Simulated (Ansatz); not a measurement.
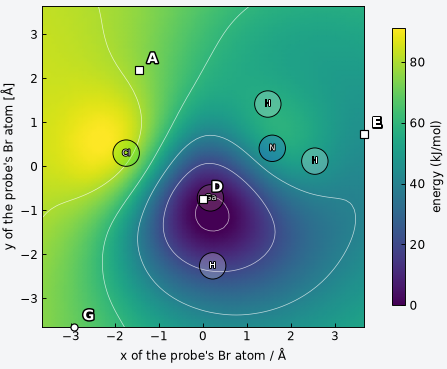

ClGaH₃N (SMILES [NH2][GaH][Cl]) with the probe Br-. 
- The probe is moved over a plane parallel to the molecule's main plane, 3.10 Å above it.
- First axis: x of the probe's Br atom. Second axis: y of the probe's Br atom.
- Nothing is relaxed (molecule and probe rigid).
- Grid: 11 × 11 points.
- Energies are in kJ/mol, from the lowest grid point.
- Theory: RKS PBE0-D4/def2-SVPD in Ansatz 0.2.0.

The picture shows a smooth colour map with a few white contour lines, labelled circles for the molecule's atoms, projected on the plane, lettered points. Between grid points the surface is interpolated.

### Is A the lowest point of the computed grid?

No. A lies 77 kJ/mol above the lowest grid point, which is at x of the probe's Br atom = 0.00 Å, y of the probe's Br atom = −0.73 Å [nearest 1 Ga at 3.10 Å].

### What kind of point is each of A, D: minimum, saddle, maximum or slope?

A: on a slope; D: minimum. (In these two coordinates alone; a stationary point may lie a little off the grid point.)
